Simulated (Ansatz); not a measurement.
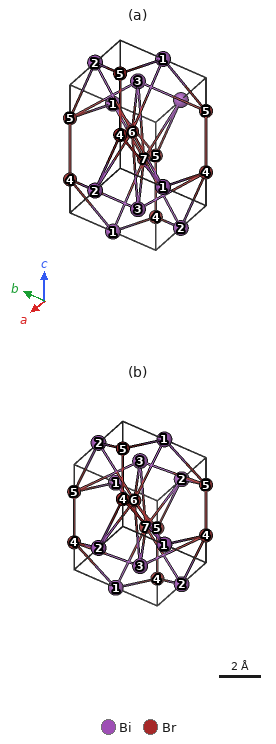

The structure of a crystal of Bi3Br4 (a generated structure, set up in P6/mmm) (coarse preliminary run) before (top) and after (bottom) a relaxation, at one scale.

Style: ball-and-stick. Shown: the cell of the calculation, from a free direction.

Computed with Ansatz, DFT PBE, scalar-relativistic, plane waves, PAW. Settings: plane-wave cutoff 420 eV; k-point mesh 3 × 3 × 4; occupations gaussian; smearing width 0.1 eV; no spin polarisation; cell and atoms relaxed; force threshold 0.04 eV/Å; at most 70 steps.

Describe what moved and what it gained.

Over 7 accepted moves (8 points after the start) the energy falls by 273 meV per atom. Largest force component: 0.26 eV/Å at the start, 0.0041 eV/Å at the end. The pressure goes from −4.97 to −0.01 GPa. At 1 point the geometry stayed and the basis and grid were re-selected for the new cell (energy shift of 0.8 meV per atom at most each time). The largest moves relative to the cell, 0.005 Å, are those of Br4 and Br5. Br5 goes along +c. Bi stays in place. Cell: a = b 6.865 → 6.654 Å (−3.1 %), c 6.815 → 5.596 Å (−17.9 %). Volume −22.9 %. Among the contacts that change: Br4–Br5 3.548 → 2.903 Å, Br4–Br5 (another image) 3.267 → 2.693 Å, Bi1–Br6 3.942 → 3.394 Å, Bi1–Br4 3.864 → 3.630 Å. The space group stays P6/mmm (No. 191).

Limits of the set-up: an odd number of electrons was run without spin polarisation, which fails if the electron would localise.
